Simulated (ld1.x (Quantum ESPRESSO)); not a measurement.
**A TM potential for tantalum, from input to tests**

Do these settings give a usable potential? It is generated, then checked for transferability, scattering, ghosts and hardness.

Program: ld1.x (Quantum ESPRESSO) 7.5. Reference atom: PBEsol, scalar-relativistic, spherical and spin-unpolarised. All values are calculated.

### 1 Settings

Typed settings, in words:

```json
{
 "element": "tantalum (Ta, Z = 73)",
 "type": "norm-conserving Troullier–Martins (Kleinman–Bylander form)",
 "frozen core": "[Xe] 4f14",
 "valence charge": "5",
 "reference configuration": "5d3 6s2 6p0",
 "partial waves": "6s (bound): rc 2.65 bohr; 6p (bound, empty): rc 4.10 bohr; 5d (bound): rc 2.45 bohr",
 "local potential": "the d channel",
 "core correction": "a·sin(br)/r model core inside 1.20 bohr"
}
```

### 2 Generation

Contents of Ta.in:

```
 &input
   title='Ta', zed=73., rel=1, dft='PBESOL', iswitch=3,
   config='[Xe] 4f14 5d3 6s2 6p0',
   nld=3, rlderiv=4.45, eminld=-2.0, emaxld=5.0, deld=0.02
 /
 &inputp
   pseudotype=2, tm=.true., lloc=2,
   nlcc=.true., rcore=1.20,
   file_pseudopw='Ta.UPF', file_wfcaegen='ae.wfc', file_wfcncgen='nc.wfc', file_beta='beta', file_chi='chi'
 /
3
6S  1  0   2.00   0.00  2.65  2.65  0.0
6P  2  1   0.00   0.00  4.10  4.10  0.0
5D  3  2   3.00   0.00  2.45  2.45  0.0
 &test
   configts(1)='5d3 6s2 6p0'
 /
```

Run with:

```sh
$ ld1.x < Ta.in > Ta.out
```

The output, Ta.out (without the banner and most projector matrices):

```text
     Program LD1 v.7.5
     --------------------------- All-electron run ----------------------------

     Ta
     scalar relativistic calculation

     atomic number is 73.00
     dft =PBESOL   lsd =0 sic =0 latt =0  beta=0.20 tr2=1.0E-14
     Exchange-correlation= PBESOL
                           (   1   4  10   8   0   0   0)
     mesh =1273 r(mesh) = 100.43799 a.u. xmin = -7.00 dx = 0.01250
     1 Ry =  13.60569312 eV, c = 137.03599908

     n l     nl                  e(Ry)          e(Ha)          e(eV)
     1 0     1S 1( 2.00)     -4949.9060     -2474.9530    -67346.9022
     2 0     2S 1( 2.00)      -850.4644      -425.2322    -11571.1576
     2 1     2P 1( 6.00)      -745.3335      -372.6668    -10140.7795
     3 0     3S 1( 2.00)      -194.8098       -97.4049     -2650.5225
     3 1     3P 1( 6.00)      -163.5473       -81.7736     -2225.1743
     4 0     4S 1( 2.00)       -39.6947       -19.8473      -540.0737
     4 1     4P 1( 6.00)       -29.4395       -14.7198      -400.5451
     3 2     3D 1(10.00)      -127.0683       -63.5341     -1728.8520
     5 0     5S 1( 2.00)        -5.3677        -2.6838       -73.0312
     5 1     5P 1( 6.00)        -2.8970        -1.4485       -39.4161
     4 2     4D 1(10.00)       -16.3190        -8.1595      -222.0311
     4 3     4F 1(14.00)        -1.8177        -0.9089       -24.7315
     5 2     5D 1( 3.00)        -0.2661        -0.1330        -3.6203
     6 0     6S 1( 2.00)        -0.4021        -0.2010        -5.4704
     6 1     6P 1( 0.00)        -0.1002        -0.0501        -1.3636

     final scf error:  3.1E-15 reached in  27 iterations

     Etot =  -31199.822142 Ry,  -15599.911071 Ha, -424495.205551 eV

     Ekin =   34283.214922 Ry,   17141.607461 Ha,  466446.901496 eV
     Encl =  -77070.086581 Ry,  -38535.043290 Ha,-1048591.946979 eV
     Eh   =   12207.920250 Ry,    6103.960125 Ha,  166097.216589 eV
     Exc  =    -620.870733 Ry,    -310.435366 Ha,   -8447.376656 eV

     normalization and overlap integrals

     s(1S/1S) =  1.000000  <r> =   0.0187  <r2> =    0.0005  r(max) =   0.0116
     s(2S/2S) =  1.000000  <r> =   0.0790  <r2> =    0.0074  r(max) =   0.0670
     s(2P/2P) =  1.000000  <r> =   0.0706  <r2> =    0.0061  r(max) =   0.0549
     s(3S/3S) =  1.000000  <r> =   0.2049  <r2> =    0.0480  r(max) =   0.1891
     s(3P/3P) =  1.000000  <r> =   0.2049  <r2> =    0.0487  r(max) =   0.1868
     s(4S/4S) =  1.000000  <r> =   0.4588  <r2> =    0.2377  r(max) =   0.4315
     s(4P/4P) =  1.000000  <r> =   0.4878  <r2> =    0.2708  r(max) =   0.4480
     s(3D/3D) =  1.000000  <r> =   0.1857  <r2> =    0.0404  r(max) =   0.1510
     s(5S/5S) =  1.000000  <r> =   1.0998  <r2> =    1.3606  r(max) =   0.9847
     s(5P/5P) =  1.000000  <r> =   1.2941  <r2> =    1.9033  r(max) =   1.1298
     s(4D/4D) =  1.000000  <r> =   0.5232  <r2> =    0.3175  r(max) =   0.4593
     s(4F/4F) =  1.000000  <r> =   0.6395  <r2> =    0.5212  r(max) =   0.4424
     s(5D/5D) =  1.000000  <r> =   2.2525  <r2> =    6.2789  r(max) =   1.5833
     s(6S/6S) =  1.000000  <r> =   3.2856  <r2> =   12.3168  r(max) =   2.7789
     s(6P/6P) =  1.000000  <r> =   4.9024  <r2> =   28.2110  r(max) =   3.8460

     ------------------------ End of All-electron run ------------------------

     --------------------- Generating NC pseudopotential ---------------------

      Generating local pot.: lloc=2, matching radius rcloc =   2.4500

      Computing core charge for nlcc:

       r > 1.20 : true rho core
       r < 1.20 : rho core = a sin(br)/r    a=  15.43  b=   2.05

      Integrated core pseudo-charge :  14.28

      Wfc   6S  rcut= 2.677  Using Troullier-Martins method

      Wfc   6P  rcut= 4.094  Using Troullier-Martins method

     ------------------- End of pseudopotential generation -------------------

     [... the all-electron block is printed once more ...]


     Computing logarithmic derivative in   4.44069
     Computing logarithmic derivative in   4.44069
     Computing the partial wave expansion
     R is outside the sphere for l=    0 j= 0.00
     R is outside the sphere for l=    1 j= 0.00
       no projector for channel:   2

     ---------------------- Testing the pseudopotential ----------------------

     Ta
     scalar relativistic calculation

     atomic number is 73.00   valence charge is  5.00
     dft =PBESOL   lsd =0 sic =0 latt =0  beta=0.20 tr2=1.0E-14
     mesh =1273 r(mesh) = 100.43799 xmin = -7.00 dx = 0.01250

     n l     nl             e AE (Ry)        e PS (Ry)    De AE-PS (Ry)
     3 2     5D   1( 3.00)       -0.26609       -0.26609        0.00000
     1 0     6S   1( 2.00)       -0.40207       -0.40207        0.00000
     2 1     6P   1( 0.00)       -0.10022       -0.10022        0.00000

     eps = 5.2E-15  iter = 14

     Etot =  -31199.822142 Ry,  -15599.911071 Ha, -424495.205551 eV
     Etotps =   -31.524391 Ry,     -15.762195 Ha,    -428.911188 eV

     Ekin =       8.600281 Ry,       4.300141 Ha,     117.012787 eV
     Encl =     -23.745105 Ry,     -11.872553 Ha,    -323.068617 eV
     Ehrt =       8.509512 Ry,       4.254756 Ha,     115.777810 eV
     Ecxc =     -25.679995 Ry,     -12.839998 Ha,    -349.394135 eV
     (Ecc =     -21.840976 Ry,     -10.920488 Ha,    -297.161614 eV)
     Epseu=       0.790916 Ry,       0.395458 Ha,      10.760966 eV

     ---------------------- End of pseudopotential test ----------------------
```

It took 2.1 s on 1 thread of Neoverse-V1, shared host. (Generation and the later configuration tests together.)

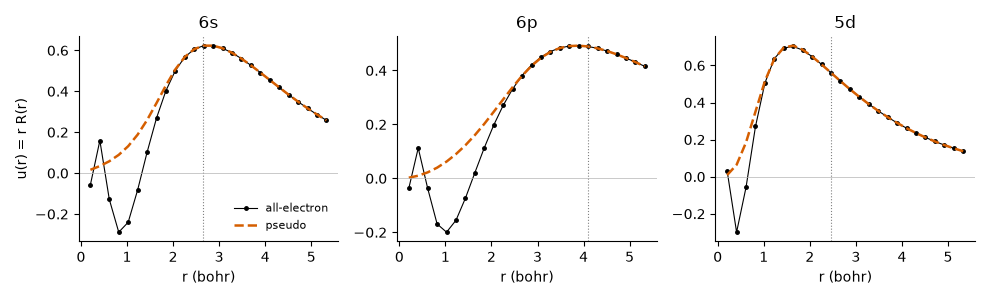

All-electron and pseudo partial waves (6s, 6p, 5d), with the matching radii dotted. The curves join 26 sampled radii, too few to resolve the innermost nodes.

### 3 Testing the new file in other configurations

Contents of Ta.test.in:

```
 &input
   title='Ta', zed=73., rel=1, dft='PBESOL', iswitch=2,
   config='[Xe] 4f14 5d3 6s2 6p0'
 /
 &test
   file_pseudo='Ta.UPF', nconf=8,
   configts(1)='5d3 6s2 6p0',
   configts(2)='5d3 6s1 6p0',
   configts(3)='5d3 6s0 6p0',
   configts(4)='5d2 6s0 6p0',
   configts(5)='5d2 6s2 6p1',
   configts(6)='5d3 6s0 6p1',
   configts(7)='5d2 6s2 6p0',
   configts(8)='5d3 6s0 6p2'
 /
```

Run with:

```sh
$ ld1.x < Ta.test.in > Ta.test.out
```

Ta.test.out, the pseudopotential blocks, each with the warnings that came before it:

```text
     ---------------------- Testing the pseudopotential ----------------------

     Ta
     scalar relativistic calculation

     atomic number is 73.00   valence charge is  5.00
     dft =PBESOL   lsd =0 sic =0 latt =0  beta=0.20 tr2=1.0E-14
     mesh =1273 r(mesh) = 100.43799 xmin = -7.00 dx = 0.01250

     n l     nl             e AE (Ry)        e PS (Ry)    De AE-PS (Ry)
     3 2     5D   1( 3.00)       -0.26609       -0.26609        0.00000
     1 0     6S   1( 2.00)       -0.40207       -0.40207        0.00000
     2 1     6P   1( 0.00)       -0.10022       -0.10022        0.00000

     eps = 5.2E-15  iter = 14

     Etot =  -31199.822142 Ry,  -15599.911071 Ha, -424495.205551 eV
     Etotps =   -31.524391 Ry,     -15.762195 Ha,    -428.911188 eV

     Ekin =       8.600281 Ry,       4.300141 Ha,     117.012787 eV
     Encl =     -23.745105 Ry,     -11.872553 Ha,    -323.068617 eV
     Ehrt =       8.509512 Ry,       4.254756 Ha,     115.777810 eV
     Ecxc =     -25.679995 Ry,     -12.839998 Ha,    -349.394135 eV
     (Ecc =     -21.840976 Ry,     -10.920488 Ha,    -297.161614 eV)
     Epseu=       0.790916 Ry,       0.395458 Ha,      10.760966 eV

     ---------------------- End of pseudopotential test ----------------------

     Warning: n=2, l=1 expected 0 nodes, found 1
     ---------------------- Testing the pseudopotential ----------------------

     Ta
     scalar relativistic calculation

     atomic number is 73.00   valence charge is  5.00
     dft =PBESOL   lsd =0 sic =0 latt =0  beta=0.20 tr2=1.0E-14
     mesh =1273 r(mesh) = 100.43799 xmin = -7.00 dx = 0.01250

     n l     nl             e AE (Ry)        e PS (Ry)    De AE-PS (Ry)
     3 2     5D   1( 3.00)       -0.77413       -0.77283       -0.00130
     1 0     6S   1( 1.00)       -0.85692       -0.85814        0.00122
     2 1     6P   1( 0.00)       -0.48399       -0.48399        0.00000

     eps = 2.9E-15  iter =  9

     Etot =  -31199.197040 Ry,  -15599.598520 Ha, -424486.700614 eV
     Etotps =   -30.898536 Ry,     -15.449268 Ha,    -420.395993 eV
     dEtot_ae =       0.625101 Ry
     dEtot_ps =       0.625855 Ry,   Delta E=      -0.000754 Ry

     Ekin =       9.015637 Ry,       4.507819 Ha,     122.663997 eV
     Encl =     -21.221251 Ry,     -10.610626 Ha,    -288.729831 eV
     Ehrt =       6.183895 Ry,       3.091948 Ha,      84.136184 eV
     Ecxc =     -25.354553 Ry,     -12.677276 Ha,    -344.966265 eV
     (Ecc =     -21.840976 Ry,     -10.920488 Ha,    -297.161614 eV)
     Epseu=       0.477735 Ry,       0.238868 Ha,       6.499922 eV

     ---------------------- End of pseudopotential test ----------------------

     ---------------------- Testing the pseudopotential ----------------------

     Ta
     scalar relativistic calculation

     atomic number is 73.00   valence charge is  5.00
     dft =PBESOL   lsd =0 sic =0 latt =0  beta=0.20 tr2=1.0E-14
     mesh =1273 r(mesh) = 100.43799 xmin = -7.00 dx = 0.01250

     n l     nl             e AE (Ry)        e PS (Ry)    De AE-PS (Ry)
     3 2     5D   1( 3.00)       -1.34681       -1.34590       -0.00091
     1 0     6S   1( 0.00)       -1.35026       -1.35456        0.00430
     2 1     6P   1( 0.00)       -0.91157       -0.91157        0.00000

     eps = 7.7E-16  iter =  7

     Etot =  -31198.096293 Ry,  -15599.048146 Ha, -424471.724179 eV
     Etotps =   -29.794917 Ry,     -14.897458 Ha,    -405.380492 eV
     dEtot_ae =       1.725849 Ry
     dEtot_ps =       1.729474 Ry,   Delta E=      -0.003625 Ry

     Ekin =       9.378810 Ry,       4.689405 Ha,     127.605208 eV
     Encl =     -18.270785 Ry,      -9.135393 Ha,    -248.586695 eV
     Ehrt =       4.097979 Ry,       2.048989 Ha,      55.755839 eV
     Ecxc =     -25.000920 Ry,     -12.500460 Ha,    -340.154844 eV
     (Ecc =     -21.840976 Ry,     -10.920488 Ha,    -297.161614 eV)

     ---------------------- End of pseudopotential test ----------------------

     Warning: n=1, l=0 expected 0 nodes, found 1
     ---------------------- Testing the pseudopotential ----------------------

     Ta
     scalar relativistic calculation

     atomic number is 73.00   valence charge is  5.00
     dft =PBESOL   lsd =0 sic =0 latt =0  beta=0.20 tr2=1.0E-14
     mesh =1273 r(mesh) = 100.43799 xmin = -7.00 dx = 0.01250

     n l     nl             e AE (Ry)        e PS (Ry)    De AE-PS (Ry)
     3 2     5D   1( 2.00)       -2.14097       -2.16299        0.02202  !
     1 0     6S   1( 0.00)       -1.98689       -1.98689        0.00000
     2 1     6P   1( 0.00)       -1.46220       -1.46220        0.00000

     eps = 5.1E-15  iter =  7

     Etot =  -31196.360954 Ry,  -15598.180477 Ha, -424448.113692 eV
     Etotps =   -28.050505 Ry,     -14.025253 Ha,    -381.646566 eV
     dEtot_ae =       3.461188 Ry
     dEtot_ps =       3.473886 Ry,   Delta E=      -0.012698 Ry

     Ekin =       7.099573 Ry,       3.549787 Ha,      96.594616 eV
     Encl =     -13.000423 Ry,      -6.500212 Ha,    -176.879771 eV
     Ehrt =       1.969784 Ry,       0.984892 Ha,      26.800277 eV
     Ecxc =     -24.119439 Ry,     -12.059720 Ha,    -328.161688 eV
     (Ecc =     -21.840976 Ry,     -10.920488 Ha,    -297.161614 eV)

     ---------------------- End of pseudopotential test ----------------------

     BEWARE! Errors in PS-KS equations
     Warning: n=3, l=2 expected 0 nodes, found 1
     ---------------------- Testing the pseudopotential ----------------------

     Ta
     scalar relativistic calculation

     atomic number is 73.00   valence charge is  5.00
     dft =PBESOL   lsd =0 sic =0 latt =0  beta=0.20 tr2=1.0E-14
     mesh =1273 r(mesh) = 100.43799 xmin = -7.00 dx = 0.01250

     n l     nl             e AE (Ry)        e PS (Ry)    De AE-PS (Ry)
     3 2     5D   1( 2.00)       -0.45534       -0.90504        0.44969  !
     1 0     6S   1( 2.00)       -0.51755       -0.92461        0.40706  !
     2 1     6P   1( 1.00)       -0.17221       -0.17221        0.00000

     eps = 7.7E-15  iter = 17

     Etot =  -31199.599203 Ry,  -15599.799601 Ha, -424492.172314 eV
     Etotps =   -31.124550 Ry,     -15.562275 Ha,    -423.471078 eV
     dEtot_ae =       0.222939 Ry
     dEtot_ps =       0.399841 Ry,   Delta E=      -0.176902 Ry

     Ekin =       6.765100 Ry,       3.382550 Ha,      92.043875 eV
     Encl =     -19.699704 Ry,      -9.849852 Ha,    -268.028122 eV
     Ehrt =       5.773664 Ry,       2.886832 Ha,      78.554697 eV
     Ecxc =     -24.996930 Ry,     -12.498465 Ha,    -340.100554 eV
     (Ecc =     -21.840976 Ry,     -10.920488 Ha,    -297.161614 eV)
     Epseu=       1.033319 Ry,       0.516660 Ha,      14.059026 eV

     ---------------------- End of pseudopotential test ----------------------

     BEWARE! Errors in PS-KS equations
     ---------------------- Testing the pseudopotential ----------------------

     Ta
     scalar relativistic calculation

     atomic number is 73.00   valence charge is  5.00
     dft =PBESOL   lsd =0 sic =0 latt =0  beta=0.20 tr2=1.0E-14
     mesh =1273 r(mesh) = 100.43799 xmin = -7.00 dx = 0.01250

     n l     nl             e AE (Ry)        e PS (Ry)    De AE-PS (Ry)
     3 2     5D   1( 3.00)       -0.86245       -1.34590        0.48344  !
     1 0     6S   1( 0.00)       -0.92065       -1.19684        0.27619  !
     2 1     6P   1( 1.00)       -0.53987       -0.53987        0.00000

     eps = 8.1E-15  iter = 25

     Etot =  -31198.820183 Ry,  -15599.410091 Ha, -424481.573205 eV
     Etotps =   -30.334785 Ry,     -15.167393 Ha,    -412.725777 eV
     dEtot_ae =       1.001959 Ry
     dEtot_ps =       1.189606 Ry,   Delta E=      -0.187647 Ry

     Ekin =       8.838942 Ry,       4.419471 Ha,     120.259926 eV
     Encl =     -18.270785 Ry,      -9.135393 Ha,    -248.586698 eV
     Ehrt =       4.097979 Ry,       2.048989 Ha,      55.755839 eV
     Ecxc =     -25.000920 Ry,     -12.500460 Ha,    -340.154844 eV
     (Ecc =     -21.840976 Ry,     -10.920488 Ha,    -297.161614 eV)

     ---------------------- End of pseudopotential test ----------------------

     ---------------------- Testing the pseudopotential ----------------------

     Ta
     scalar relativistic calculation

     atomic number is 73.00   valence charge is  5.00
     dft =PBESOL   lsd =0 sic =0 latt =0  beta=0.20 tr2=1.0E-14
     mesh =1273 r(mesh) = 100.43799 xmin = -7.00 dx = 0.01250

     n l     nl             e AE (Ry)        e PS (Ry)    De AE-PS (Ry)
     3 2     5D   1( 2.00)       -0.89375       -0.90503        0.01129  !
     1 0     6S   1( 2.00)       -0.92475       -0.92461       -0.00014
     2 1     6P   1( 0.00)       -0.52702       -0.52702        0.00000

     eps = 4.4E-15  iter = 10

     Etot =  -31199.254430 Ry,  -15599.627215 Ha, -424487.481444 eV
     Etotps =   -30.952342 Ry,     -15.476171 Ha,    -421.128070 eV
     dEtot_ae =       0.567711 Ry
     dEtot_ps =       0.572049 Ry,   Delta E=      -0.004337 Ry

     Ekin =       6.937308 Ry,       3.468654 Ha,      94.386887 eV
     Encl =     -19.699704 Ry,      -9.849852 Ha,    -268.028129 eV
     Ehrt =       5.773664 Ry,       2.886832 Ha,      78.554700 eV
     Ecxc =     -24.996930 Ry,     -12.498465 Ha,    -340.100555 eV
     (Ecc =     -21.840976 Ry,     -10.920488 Ha,    -297.161614 eV)
     Epseu=       1.033319 Ry,       0.516660 Ha,      14.059027 eV

     ---------------------- End of pseudopotential test ----------------------

     BEWARE! Errors in PS-KS equations
     ---------------------- Testing the pseudopotential ----------------------

     Ta
     scalar relativistic calculation

     atomic number is 73.00   valence charge is  5.00
     dft =PBESOL   lsd =0 sic =0 latt =0  beta=0.20 tr2=1.0E-14
     mesh =1273 r(mesh) = 100.43799 xmin = -7.00 dx = 0.01250

     n l     nl             e AE (Ry)        e PS (Ry)    De AE-PS (Ry)
     3 2     5D   1( 3.00)       -0.44727       -1.34590        0.89863  !
     1 0     6S   1( 0.00)       -0.53295       -0.53295        0.00000
     2 1     6P   1( 2.00)       -0.19886       -0.19886        0.00000

     eps = 2.3E-15  iter = 37

     Etot =  -31199.185332 Ry,  -15599.592666 Ha, -424486.541319 eV
     Etotps =   -30.192630 Ry,     -15.096315 Ha,    -410.791659 eV
     dEtot_ae =       0.636809 Ry
     dEtot_ps =       1.331761 Ry,   Delta E=      -0.694952 Ry

     Ekin =       8.981096 Ry,       4.490548 Ha,     122.194037 eV
     Encl =     -18.270785 Ry,      -9.135392 Ha,    -248.586692 eV
     Ehrt =       4.097979 Ry,       2.048989 Ha,      55.755838 eV
     Ecxc =     -25.000920 Ry,     -12.500460 Ha,    -340.154843 eV
     (Ecc =     -21.840976 Ry,     -10.920488 Ha,    -297.161614 eV)

     ---------------------- End of pseudopotential test ----------------------
```

3 tests gave no usable energy difference (5d2 6s2 6p1; 5d3 6s0 6p1; 5d3 6s0 6p2).

Energies count from the reference configuration 5d3 6s2 6p0; the error is all-electron less pseudo. A star marks tests that logged a warning.

```csv
valence configuration,charge,ΔE all-electron (eV),error AE − PS (meV)
5d3 6s1 6p0 *,+1,8.505,-10
5d3 6s0 6p0,+2,23.481,-49
5d2 6s0 6p0 *,+3,47.092,-173
5d2 6s2 6p0,+1,7.724,-59
```

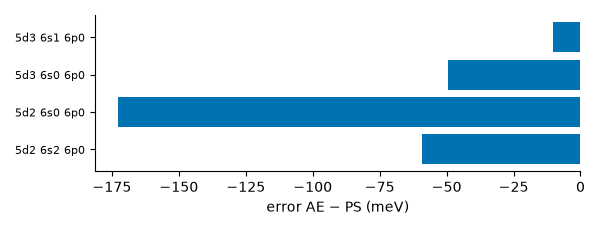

Error of the potential in each test configuration.

### 4 Scattering by logarithmic derivatives

Taken from the files of the generation run. The phase is arctan(r·u′/u) with u = r·R, unwrapped, with energies in Ry. A pole is an energy at which the radial function vanishes at the test radius. The pseudo phase is shifted by a multiple of π to meet the all-electron one at the reference energy. Levels narrower than the energy grid can be missing from the poles. The last column is the largest difference on the grid between −1 and +1 Ry.

| channel | radius (bohr) | reference (Ry) | poles AE | poles PS | window around the reference with phases within 0.05 rad (Ry) | largest difference near zero (rad) |
| --- | --- | --- | --- | --- | --- | --- |
| s | 4.44 | -0.40 | -0.15, 2.46 | -0.15, 2.30 | below 0.8 | 0.082 |
| p | 4.44 | -0.10 | 0.48, 3.31 | -0.31, 0.50, 3.23 | -0.3 to 1.4 | 3.139 |
| d | 4.44 | -0.27 | -0.20, 1.67, 4.84 | -0.20, 1.67, 4.84 | the whole range | 0.007 |

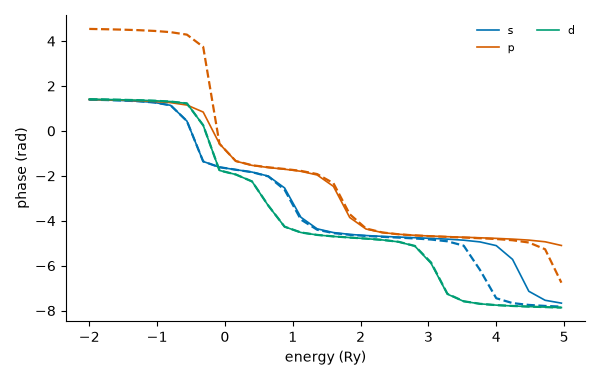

Phases by channel: all-electron solid, pseudo dashed.

### 5 Cutoff and ghost test in a Bessel basis

This step uses the generator's waves and projectors in a separate script. Basis: spherical Bessel functions vanishing at 20 bohr, q² up to the cutoff; potential fixed at the reference.

All-electron valence levels (Ry): 6s -0.4021, 6p -0.1002, 5d -0.2661. The lowest levels of each channel (Ry) by cutoff; the last column sums, over occupied levels, occupation times the distance from the level at 400 Ry. A positive value at high cutoff is not a bound level.

| cutoff (Ry) | s #1 | s #2 | p #1 | p #2 | d #1 | f #1 | Σ f·Δε (mRy) |
| --- | --- | --- | --- | --- | --- | --- | --- |
| 8 | -1.6914 | -0.3979 | -0.1002 | 0.0482 | -0.0798 | 0.1076 | 567.4 |
| 10 | -2.2099 | -0.3997 | -0.1002 | 0.0481 | -0.1331 | 0.1076 | 403.9 |
| 15 | -2.7295 | -0.4017 | -0.1774 | -0.1002 | -0.2185 | 0.1076 | 143.5 |
| 18 | -2.8348 | -0.4020 | -0.2489 | -0.1002 | -0.2506 | 0.1076 | 46.6 |
| 21 | -2.8516 | -0.4020 | -0.2857 | -0.1002 | -0.2601 | 0.1076 | 18.1 |
| 25 | -2.8549 | -0.4020 | -0.3063 | -0.1002 | -0.2642 | 0.1076 | 5.7 |
| 30 | -2.8551 | -0.4021 | -0.3100 | -0.1002 | -0.2659 | 0.1076 | 0.6 |
| 35 | -2.8555 | -0.4021 | -0.3102 | -0.1002 | -0.2660 | 0.1076 | 0.2 |
| 40 | -2.8560 | -0.4021 | -0.3103 | -0.1002 | -0.2661 | 0.1076 | 0.1 |
| 400 | -2.8562 | -0.4021 | -0.3106 | -0.1002 | -0.2661 | 0.1076 | 0.0 |

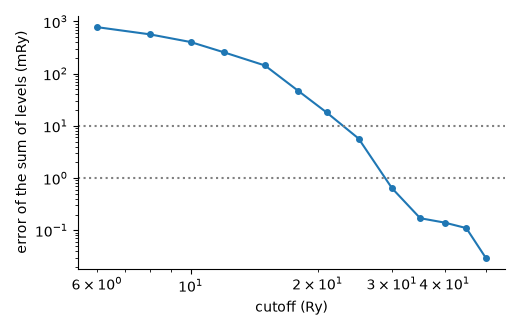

Occupation-weighted error of the valence levels against the cutoff; the dotted lines mark 10 and 1 mRy.

The sum stays within 10 mRy from 25 Ry and within 1 mRy from 30 Ry. The sum leaves out empty levels, which can need more. Ghost test: ghost states, bound below the all-electron valence or empty levels of the same l: s at -38.9 eV, p at -4.2 eV.

### 6 Summary of results

| quantity | value |
| --- | --- |
| cutoffs for 10 and 1 mRy, occupied levels | 25 Ry and 30 Ry |
| bound ghosts | s at -38.86 eV, p at -4.23 eV |
| largest test error (AE − PS) | -173 meV, for 5d2 6s0 6p0 (one of 5 tests with a warning) (3 tests unsolved) |
| largest phase difference near zero energy, channels read | 3.139 rad |

A bound ghost (s, p) makes it unfit for use: electrons can fall into a state that the atom doesn't have. The worst unpolarised test, 5d2 6s0 6p0, is off by 173 meV on 47.1 eV; by total energies transferability rates as poor. That test lies far up in energy; among those under 40 eV, nearer to bonding, the largest error is 59 meV. Of the tests 3 gave no usable energy difference, which is a warning in itself. The potential is soft on the atom at that tolerance: the looser tolerance needs 25 Ry. The slowest occupied level is 5d: taken alone it needs 30 Ry to come within 1 mRy, against 15 Ry for 6s. Near zero energy the largest phase difference among the channels read is 3.14 rad, in the p channel. A step near π is an extra or missing state, not a misfit of shape. The pseudo curves have a pole with no partner nearby in the atom's: p at -0.31 Ry. These are tests on the free atom; a crystal test is still owed.
